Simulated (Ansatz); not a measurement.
# SiO+ (quartet): inputs that go wrong at distance Si1–O2 = 4.617 Å

3 inputs are run for SiO+ (quartet) as typed; the log has to tell whether the result can be used and what must change.

Computed with Ansatz 0.2.0, Gaussian basis. Level: the settings change from run to run.

19 further runs of the same task are left out: 12 that didn't finish, 7 set aside as unsound or not needed.

### Step 1. What is computed

The geometry derives from a PBE0/def2-TZVP stationary point (not a proven minimum). One bond is set to the value named and the two fragments are kept rigid.

2 atoms, charge 1, spin multiplicity 4.

Atoms are counted from 1 here; the program's logs count them from 0.

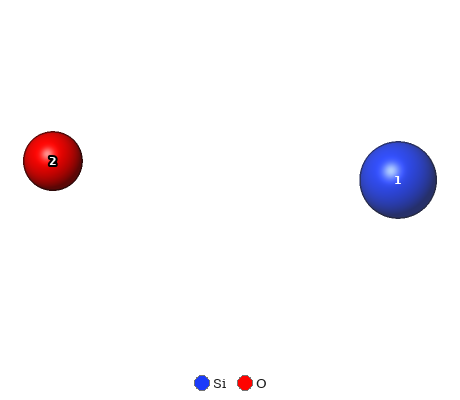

The structure; silicon blue, oxygen red; atoms are numbered from 1 in the order of the file.

### Step 2. Attempt 1

The input, in.yaml:

```yaml
crystal:
  periodic: [false, false, false]
  atoms:
    - {symbol: Si, position_ang: [0.000000, 0.000000, 0.000000]}
    - {symbol: O, position_ang: [0.000000, 0.000000, 4.617000]}
basis:
  gaussian: {orbitals: STO-3G}
total_charge: 1
magnetization: {spin_polarized: true, initial_magnetization: 3}
hamiltonian: {pseudopotentials: {relativity: scalar}}
correlation: {method: ccsdtq, electrons: all}
multiplicity: 3
```

The run is started by

```
> ansatz run in.yaml --threads 1 --pin off --events-out ev --progress --plain --max-ram 2393MiB
```

Log:

```text
Error: YAML parse error: error: line 12 column 1: unknown field `multiplicity`, expected one of crystal, accuracy, basis, kpoints, hamiltonian, magnetization, projection, total_charge, correlation, batch, efield, external_charges, scf, relax, neb, saddle, md, ramp, phonons, dielectric, real_time, elastic, magnetic_configurations, gw, evaluate, workflow, output, checkpoint, execution
  --> <input>:12:1
   |
10 | hamiltonian: {pseudopotentials: {relativity: scalar}}
11 | correlation: {method: ccsdtq, electrons: all}
12 | multiplicity: 3
   | ^ unknown field `multiplicity`, expected one of crystal, accuracy, basis, kpoints, hamiltonian, magnetization, projection, total_charge, correlation, batch, efield, external_charges, scf, relax, neb, saddle, md, ramp, phonons, dielectric, real_time, elastic, magnetic_configurations, gw, evaluate, workflow, output, checkpoint, execution
```

Wall time 0.03 s (1 thread of Intel Xeon 6975P-C, shared host).

Diagnosis: The run was refused. The input holds a key that the program doesn't read here. To mend it, remove it or spell it as the reference does.

### Step 3. Attempt 2

The input, in.yaml:

```yaml
crystal:
  periodic: [false, false, false]
  atoms:
    - {symbol: Si, position_ang: [0.000000, 0.000000, 0.000000]}
    - {symbol: O, position_ang: [0.000000, 0.000000, 4.617000]}
basis:
  gaussian: {orbitals: cc-pVTZ-DK}
total_charge: 1
correlation: {method: fic_mrcisd_q, electrons: valence, active_space: {window: {electrons: 5, orbitals: 5}}}
scf: {lower_state_search: off}
magnetization: {spin_polarized: true, initial_magnetization: 3}
```

Same command.

Log:

```text
Error: invalid value for `correlation.active_space`: it starts from restricted Hartree–Fock orbitals; set hamiltonian.xc: hf without magnetization.spin_polarized
```

Wall time 0.03 s (1 thread of Intel Xeon 6975P-C, shared host).

Diagnosis: The run was refused. An active space is asked on unrestricted orbitals. To mend it, drop spin_polarized: true.

### Step 4. Attempt 3

The input, in.yaml:

```yaml
crystal:
  periodic: [false, false, false]
  atoms:
    - {symbol: Si, position_ang: [0.000000, 0.000000, 0.000000]}
    - {symbol: O, position_ang: [0.000000, 0.000000, 4.617000]}
basis:
  gaussian: {orbitals: 6-31G}
total_charge: 1
magnetization: {spin_polarized: false, initial_magnetization: 3}
correlation: {method: sc_nevpt2, electrons: outside_noble_gas, active_space: {window: {electrons: 5, orbitals: 5}, states: [{multiplicity: 4, irrep: 12, weights: [1]}]}}
```

Launched as before.

Log:

```text
Functional definition: HF
  name "HF"
  cite "Fock, Z. Phys. 61, 126 (1930) doi:10.1007/BF01340294"
  parent pbe
  exchange = exact_x
  correlation = 0
356 factors; integrals over basis functions are off by at most 3.2e-8 eV
mean field evaluation 1: about -9862.4593 eV, gradient 5.4e1 eV
mean field evaluation 2: about -9862.4717 eV, gradient 5.4e1 eV
mean field evaluation 4: about -9864.1314 eV, gradient 5.0e1 eV
mean field evaluation 8: about -9886.4652 eV, gradient 2.9e0 eV
mean field evaluation 16: about -9886.5755 eV, gradient 1.8e-6 eV
mean field evaluation 32: about -9886.6355 eV, gradient 1.0e-2 eV
mean field evaluation 64: about -9886.5789 eV, gradient 2.6e-1 eV
mean field evaluation 96: about -9886.5720 eV, gradient 1.8e-6 eV
mean field evaluation 128: about -9886.5740 eV, gradient 1.8e-3 eV
mean field evaluation 160: about -9886.6314 eV, gradient 6.4e-1 eV
mean field evaluation 192: about -9886.6352 eV, gradient 3.8e-2 eV
mean field evaluation 224: about -9886.6205 eV, gradient 5.6e-4 eV
mean field evaluation 256: about -9879.4493 eV, gradient 1.3e0 eV
mean field evaluation 288: about -9886.5755 eV, gradient 1.2e-5 eV
mean field evaluation 320: about -9886.6143 eV, gradient 1.1e-1 eV
mean field -9886.63546604 eV, -363.3271519748 hartree, gradient 1.8e-6 eV, S^2 3.750000; 23 other end points of the search recorded, 0 dependent functions left out
reference -9886.63546604 eV, -363.3271519748 hartree; 12, 9 occupied and 10, 13 virtual orbitals, 356 factors
Error: the irrep 12 is not accepted for these orbitals, which take A1, B1, B2, A2, or 1 to 4
```

Wall time 0.54 s (1 thread of Intel Xeon 6975P-C, shared host).

Diagnosis: The run stopped with an error. The symmetry label isn't in the molecule's group. Cure: name an irrep that the log lists.

### Step 5. How the runs ended

```
attempt                     level                ended                                                     cause    time
      1      CCSDTQ on UHF/STO-3G              refused  the input holds a key that the program doesn't read here  0.03 s
      2  MRCISD+Q(5,5)/cc-pVTZ-DK              refused         an active space is asked on unrestricted orbitals  0.03 s
      3         NEVPT2(5,5)/6-31G  stopped by an error          the symmetry label isn't in the molecule's group  0.54 s
```

2 refused, 1 stopped by an error.
